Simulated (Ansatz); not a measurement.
**HfH2O+ (doublet): the correlation ladder, def2-SVP**

How much of the correlation energy of HfH2O+ (doublet) does each wave-function method recover here?

Program: Ansatz 0.2.0, Gaussian basis. Level of theory: def2-SVP, core rule «outside noble gas», up to 5 orbitals frozen. These are calculated values, not measurements.

To be run: UHF; CCSD(T) on ROHF; CCSD(T) on UHF; CISD as a restricted active space (open shells left free, so some higher excitations enter); CCSDT(Q) on ROHF; CCSDT(Q) on UHF.

24 further runs of the same task are left out: 5 for a known fault of the program, 4 that didn't finish, 15 set aside as unsound or not needed. Runs told in other sessions of the task aren't counted.

### Step 1. The geometry

The geometry is a PBE0/def2-TZVP stationary point (not a proven minimum) of the parent state, kept for this charge and spin. No spin-orbit coupling is included. Elements past krypton take def2 core potentials.

4 atoms, charge 1, spin multiplicity 2.

Atoms are counted from 1 here; the program's logs count them from 0.

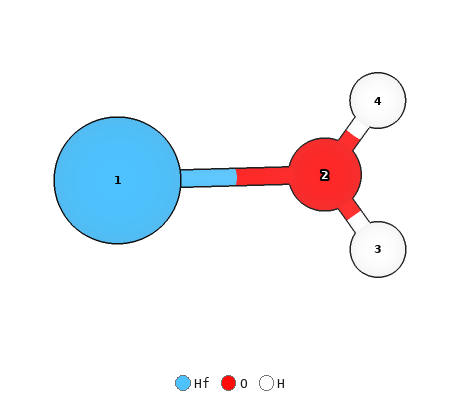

The structure; hafnium blue, oxygen red, hydrogen white; atoms are numbered from 1 in the order of the file.

In the tables R marks a restricted open-shell determinant and U an unrestricted one; energies count from the table's Hartree-Fock row.

### Step 2. UHF

in.yaml

```yaml
crystal:
  periodic: [false, false, false]
  atoms:
    - {symbol: Hf, position_ang: [0.002625, 0.000000, 0.215268]}
    - {symbol: O, position_ang: [-0.051144, 0.000000, -2.074980]}
    - {symbol: H, position_ang: [0.173507, -0.786654, -2.591810]}
    - {symbol: H, position_ang: [0.173507, 0.786654, -2.591810]}
basis:
  gaussian: {orbitals: def2-SVP}
total_charge: 1
magnetization: {spin_polarized: true, initial_magnetization: 1}
hamiltonian: {xc: hf}
output: {orbitals: {seedname: orbitals}}
```

On the command line:

```bash
> ansatz run in.yaml --threads 1 --pin off --events-out ev --progress --plain --max-ram 2393MiB
```

What it wrote (excerpt; [...] marks lines left out):

```text
Functional definition: HF
  name "HF"
  cite "Fock, Z. Phys. 61, 126 (1930) doi:10.1007/BF01340294"
  parent pbe
[...]
556 factors; integrals over basis functions are off by at most 9.6e-4 eV
[...]
mean field -3351.48546936 eV, -123.1648192805 hartree, gradient 4.6e-6 eV, S^2 1.415965; 11 other end points of the search recorded, 0 dependent functions left out
reference -3351.48546936 eV, -123.1648192805 hartree; 11, 10 occupied and 45, 46 virtual orbitals, 556 factors
Total energy: -3351.48546936 eV, -123.1648192805 hartree
```

Wall time 7 s (1 thread of Arm Neoverse V1, shared host).

From the report: ⟨S²⟩ of the determinant 1.416 (pure doublet: 0.75). The determinant of HF (⟨S²⟩ 1.42) is far from a pure spin state, so its energy mixes those of several spin states; that is harmless only where they are near-degenerate.

### Step 3. CCSD(T) on ROHF

Changes to in.yaml since step 2:

```diff
@@ -10,4 +10,3 @@
 total_charge: 1
-magnetization: {spin_polarized: true, initial_magnetization: 1}
-hamiltonian: {xc: hf}
-output: {orbitals: {seedname: orbitals}}
+magnetization: {spin_polarized: false, initial_magnetization: 1}
+correlation: {method: ccsd_t, electrons: outside_noble_gas}
```

The command is unchanged.

What it wrote (excerpt; [...] marks lines left out):

```text
Functional definition: HF
  name "HF"
  cite "Fock, Z. Phys. 61, 126 (1930) doi:10.1007/BF01340294"
  parent pbe
[...]
556 factors; integrals over basis functions are off by at most 9.6e-4 eV
[...]
mean field -3351.13386103 eV, -123.1518979126 hartree, gradient 1.2e-6 eV, S^2 0.750000; 27 other end points of the search recorded, 0 dependent functions left out
[...]
determinant -3351.13386103 eV, -123.1518979126 hartree, with singles and doubles -3358.07338971 eV, -123.4069208878 hartree
determinant -3351.10741504 eV, -123.1509260405 hartree, with singles and doubles -3358.08711707 eV, -123.4074253592 hartree
determinant -3351.09752170 eV, -123.1505624669 hartree, with singles and doubles -3358.02505870 eV, -123.4051447560 hartree
determinant -3351.09684668 eV, -123.1505376603 hartree, with singles and doubles -3358.02863501 eV, -123.4052761830 hartree
[...]
determinant -3350.95109761 eV, -123.1451814808 hartree, with singles and doubles -3357.92191571 eV, -123.4013543209 hartree
determinant -3350.95109761 eV, -123.1451814808 hartree, with singles and doubles -3357.90094033 eV, -123.4005834900 hartree
determinant -3350.95109761 eV, -123.1451814808 hartree, with singles and doubles -3357.92191918 eV, -123.4013544487 hartree
[...]
unrestricted determinant -3351.48546936 eV, -123.1648192805 hartree, S^2 1.4160
5 core orbitals not correlated: weight in the atoms' cores, before any rotation towards them, 0.983 or more for the frozen orbitals, at most 0.016 for the correlated occupied ones
reference -3351.10741504 eV, -123.1509260405 hartree; 6, 5 occupied and 45, 46 virtual orbitals, 556 factors
second order -6.41683501 eV of doubles, -0.00747324 eV of singles
cycle   1  -6.99882602 eV  change   -1.2e-6 eV  update   8.8e-6
perturbative correction -0.15418704 eV, -0.0056662691 hartree
Total energy: -3358.26042809 eV, -123.4137944218 hartree
```

It took 96 s on 1 thread of Arm Neoverse V1, shared host.

From the report: correlation -7.1530 eV; T1 0.038; largest double amplitude 0.12.

### Step 4. CCSD(T) on UHF

Changes to in.yaml since step 3:

```diff
@@ -10,3 +10,3 @@
 total_charge: 1
-magnetization: {spin_polarized: false, initial_magnetization: 1}
+magnetization: {spin_polarized: true, initial_magnetization: 1}
 correlation: {method: ccsd_t, electrons: outside_noble_gas}
```

Same command.

What it wrote (excerpt; [...] marks lines left out):

```text
Functional definition: HF
  name "HF"
  cite "Fock, Z. Phys. 61, 126 (1930) doi:10.1007/BF01340294"
  parent pbe
[...]
556 factors; integrals over basis functions are off by at most 9.6e-4 eV
[...]
mean field -3351.48546936 eV, -123.1648192805 hartree, gradient 2.8e-6 eV, S^2 1.415964; 46 other end points of the search recorded, 0 dependent functions left out
determinant -3351.48546936 eV, -123.1648192805 hartree, with singles and doubles -3358.12214889 eV, -123.4087127549 hartree
determinant -3351.37246569 eV, -123.1606664723 hartree, with singles and doubles -3358.05733817 eV, -123.4063310048 hartree
determinant -3351.30682828 eV, -123.1582543419 hartree, with singles and doubles -3357.93075066 eV, -123.4016789996 hartree
determinant -3351.27069578 eV, -123.1569264971 hartree, with singles and doubles -3358.00838920 eV, -123.4045321631 hartree
[...]
determinant -3351.30682828 eV, -123.1582543419 hartree, with singles and doubles -3357.97076241 eV, -123.4031494043 hartree
determinant -3351.27069578 eV, -123.1569264971 hartree, with singles and doubles -3358.04379204 eV, -123.4058331936 hartree
determinant -3351.25192182 eV, -123.1562365669 hartree, with singles and doubles -3358.07257991 eV, -123.4068911284 hartree
determinant -3351.25173325 eV, -123.1562296370 hartree, with singles and doubles -3358.07154946 eV, -123.4068532602 hartree
5 core orbitals not correlated: weight in the atoms' cores, before any rotation towards them, 0.977 or more for the frozen orbitals, at most 0.022 for the correlated occupied ones
reference -3351.48546936 eV, -123.1648192805 hartree; 6, 5 occupied and 45, 46 virtual orbitals, 556 factors
second order -6.14398519 eV of doubles, -0.00000000 eV of singles
cycle   1  -6.66947187 eV  change    1.8e-6 eV  update   5.8e-6
perturbative correction -0.13622962 eV, -0.0050063460 hartree
Total energy: -3358.29117085 eV, -123.4149241971 hartree
```

It took 83 s on 1 thread of Arm Neoverse V1, shared host.

From the report: ⟨S²⟩ of the determinant 1.416 (pure doublet: 0.75); correlation -6.8057 eV; T1 0.053; largest double amplitude 0.12. The determinant of CCSD(T) (⟨S²⟩ 1.42) is far from a pure spin state, so its energy mixes those of several spin states; high orders of coupled cluster remove much of that, low ones don't.

### Step 5. CISD as a restricted active space (open shells left free, so some higher excitations enter)

Changes to in.yaml since step 4:

```diff
@@ -10,3 +10,3 @@
 total_charge: 1
-magnetization: {spin_polarized: true, initial_magnetization: 1}
-correlation: {method: ccsd_t, electrons: outside_noble_gas}
+magnetization: {spin_polarized: false, initial_magnetization: 1}
+correlation: {active_space: {ras: {orbitals: [5, 1, 45], electrons: 11, max_holes: 2, max_particles: 2}, fixed_orbitals: true}}
```

The command is unchanged.

What it wrote (excerpt; [...] marks lines left out):

```text
Functional definition: HF
  name "HF"
  cite "Fock, Z. Phys. 61, 126 (1930) doi:10.1007/BF01340294"
  parent pbe
[...]
556 factors; integrals over basis functions are off by at most 9.6e-4 eV
[...]
mean field -3351.13386103 eV, -123.1518979126 hartree, gradient 1.2e-6 eV, S^2 0.750000; 15 other end points of the search recorded, 0 dependent functions left out
reference -3351.13386103 eV, -123.1518979126 hartree; 11, 10 occupied and 45, 46 virtual orbitals, 556 factors
state -3357.52232332 eV, -123.3866695715 hartree
Total energy: -3357.52232332 eV, -123.3866695715 hartree
```

It took 20 s on 1 thread of Arm Neoverse V1, shared host.

From the report: 132,801 determinants.

### Step 6. CCSDT(Q) on ROHF

Changes to in.yaml since step 5:

```diff
@@ -11,2 +11,2 @@
 magnetization: {spin_polarized: false, initial_magnetization: 1}
-correlation: {active_space: {ras: {orbitals: [5, 1, 45], electrons: 11, max_holes: 2, max_particles: 2}, fixed_orbitals: true}}
+correlation: {method: ccsdt_q, electrons: outside_noble_gas}
```

Same command.

What it wrote (excerpt; [...] marks lines left out):

```text
Functional definition: HF
  name "HF"
  cite "Fock, Z. Phys. 61, 126 (1930) doi:10.1007/BF01340294"
  parent pbe
[...]
1023 factors; integrals over basis functions are off by at most 1.1e-7 eV
[...]
mean field -3351.13389599 eV, -123.1518991974 hartree, gradient 2.6e-6 eV, S^2 0.750000; 27 other end points of the search recorded, 0 dependent functions left out
[...]
determinant -3351.13389599 eV, -123.1518991974 hartree, with singles and doubles -3358.07349216 eV, -123.4069246528 hartree
determinant -3351.10745092 eV, -123.1509273592 hartree, with singles and doubles -3358.08721695 eV, -123.4074290295 hartree
determinant -3351.09755443 eV, -123.1505636697 hartree, with singles and doubles -3358.02516626 eV, -123.4051487088 hartree
determinant -3351.09687959 eV, -123.1505388698 hartree, with singles and doubles -3358.02874196 eV, -123.4052801135 hartree
[...]
determinant -3350.95113461 eV, -123.1451828408 hartree, with singles and doubles -3357.92200781 eV, -123.4013577058 hartree
determinant -3350.95113462 eV, -123.1451828408 hartree, with singles and doubles -3357.90104176 eV, -123.4005872176 hartree
determinant -3350.95113462 eV, -123.1451828408 hartree, with singles and doubles -3357.92200797 eV, -123.4013577116 hartree
unrestricted determinant -3351.48550613 eV, -123.1648206317 hartree, S^2 1.4160
5 core orbitals not correlated: weight in the atoms' cores, before any rotation towards them, 0.983 or more for the frozen orbitals, at most 0.016 for the correlated occupied ones
reference -3351.10745092 eV, -123.1509273592 hartree; 6, 5 occupied and 45, 46 virtual orbitals, 1023 factors
second order -6.41693091 eV of doubles, -0.00747324 eV of singles
cycle   1  -6.66027197 eV  change   -2.4e-1 eV  update   7.7e-2
[...]
cycle  83  -7.19168366 eV  change   -2.4e-7 eV  update   1.1e-6
perturbative correction -0.01566339 eV, -0.0005756189 hartree
Total energy: -3358.31479797 eV, -123.4157924779 hartree
```

It took 5.8 min on 1 thread of Arm Neoverse V1, shared host; peak memory 0.79 GiB.

From the report: correlation -7.2073 eV; T1 0.035; largest double amplitude 0.17.

### Step 7. CCSDT(Q) on UHF

Changes to in.yaml since step 6:

```diff
@@ -10,3 +10,3 @@
 total_charge: 1
-magnetization: {spin_polarized: false, initial_magnetization: 1}
+magnetization: {spin_polarized: true, initial_magnetization: 1}
 correlation: {method: ccsdt_q, electrons: outside_noble_gas}
```

Launched as before.

What it wrote (excerpt; [...] marks lines left out):

```text
Functional definition: HF
  name "HF"
  cite "Fock, Z. Phys. 61, 126 (1930) doi:10.1007/BF01340294"
  parent pbe
[...]
1023 factors; integrals over basis functions are off by at most 1.1e-7 eV
[...]
mean field -3351.48550613 eV, -123.1648206317 hartree, gradient 2.5e-6 eV, S^2 1.415965; 48 other end points of the search recorded, 0 dependent functions left out
determinant -3351.48550613 eV, -123.1648206317 hartree, with singles and doubles -3358.12224233 eV, -123.4087161885 hartree
determinant -3351.37250139 eV, -123.1606677842 hartree, with singles and doubles -3358.05743712 eV, -123.4063346411 hartree
determinant -3351.30686840 eV, -123.1582558163 hartree, with singles and doubles -3357.93084750 eV, -123.4016825582 hartree
determinant -3351.27073310 eV, -123.1569278684 hartree, with singles and doubles -3358.00849131 eV, -123.4045359158 hartree
[...]
determinant -3351.27073310 eV, -123.1569278684 hartree, with singles and doubles -3358.04389581 eV, -123.4058370072 hartree
determinant -3351.25195722 eV, -123.1562378675 hartree, with singles and doubles -3358.07268618 eV, -123.4068950336 hartree
determinant -3351.25176880 eV, -123.1562309433 hartree, with singles and doubles -3358.07165593 eV, -123.4068571727 hartree
5 core orbitals not correlated: weight in the atoms' cores, before any rotation towards them, 0.977 or more for the frozen orbitals, at most 0.022 for the correlated occupied ones
reference -3351.48550613 eV, -123.1648206317 hartree; 6, 5 occupied and 45, 46 virtual orbitals, 1023 factors
second order -6.14405714 eV of doubles, -0.00000000 eV of singles
cycle   1  -6.34728458 eV  change   -2.0e-1 eV  update   6.9e-2
[...]
cycle  76  -6.83126476 eV  change   -3.2e-7 eV  update   4.1e-7
perturbative correction -0.01558935 eV, -0.0005728980 hartree
Total energy: -3358.33236023 eV, -123.4164378790 hartree
```

Wall time 5.4 min (1 thread of Arm Neoverse V1, shared host); peak memory 0.64 GiB.

From the report: ⟨S²⟩ of the determinant 1.416 (pure doublet: 0.75); correlation -6.8469 eV; T1 0.063; largest double amplitude 0.15. The determinant of CCSDT(Q) (⟨S²⟩ 1.42) is far from a pure spin state, so its energy mixes those of several spin states; high orders of coupled cluster remove much of that, low ones don't.

### Step 8. Misses and costs

The yardstick is UCCSDT(Q), where the cluster series has nearly closed. Rows without a time are mean-field rows or come out of runs for another level: lower rungs of the coupled-cluster runs, or the Hartree-Fock search.

Differences are taken before rounding.

```tsv
method	energy from the lowest ROHF (kJ/mol)	from UCCSDT(Q) (kJ/mol)	time
ROHF	0.0	+694.5	
UHF	-33.9	+660.6	
RMP2	-617.3	+77.2	
UMP2	-626.7	+67.8	
RCCSD	-672.7	+21.8	
UCCSD	-677.4	+17.1	
RCCSD(T)	-687.6	+6.9	96 s
UCCSD(T)	-690.6	+4.0	83 s
RCCSDT	-691.3	+3.2	
UCCSDT	-693.0	+1.5	
RCCSDT(Q)	-692.9	+1.7	5.8 min
UCCSDT(Q)	-694.5	0	5.4 min
```

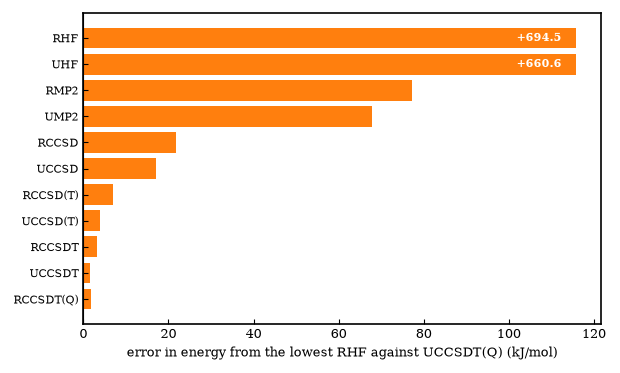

Deviations from UCCSDT(Q), method by method. Bars with a number in them are cut short.

Not comparable, so not listed: CISD as a restricted active space (open shells left free, so some higher excitations enter) (they don't share determinant, frozen orbitals or solution with the rows shown, or repeat one).

The ROHF row is the lowest such solution found; the determinant under the restricted MP2 and coupled-cluster rows lies 0.03 eV higher.

### Step 9. Results

| quantity | value |
| --- | --- |
| UCCSDT(Q) from the ROHF energy | -7.1985 eV |
| RMP2 from UCCSDT(Q) | +77.2 kJ/mol |
| UMP2 from UCCSDT(Q) | +67.8 kJ/mol |
| RCCSD from UCCSDT(Q) | +21.8 kJ/mol |
| RCCSD(T) from UCCSDT(Q) | +6.9 kJ/mol |
| UCCSD(T) from UCCSDT(Q) | +4.0 kJ/mol |
| RCCSDT(Q) from UCCSDT(Q) | +1.7 kJ/mol |
| levels within 1 kcal/mol (43 meV) | UCCSD(T), RCCSDT, UCCSDT, RCCSDT(Q) |
| T1 diagnostic | 0.038 |

In words: RCCSD(T) misses by +6.9 kJ/mol, 1.0 % of the correlation energy. CCSD(T) misses by +6.9 kJ/mol on the restricted determinant and by +4.0 kJ/mol on the unrestricted one; the two need not hold the same state or core. Coupled cluster took another determinant than the lowest Hartree-Fock one. These misses are within one basis, not against nature; the frozen cores of restricted and unrestricted runs differ, which can shift their rows.
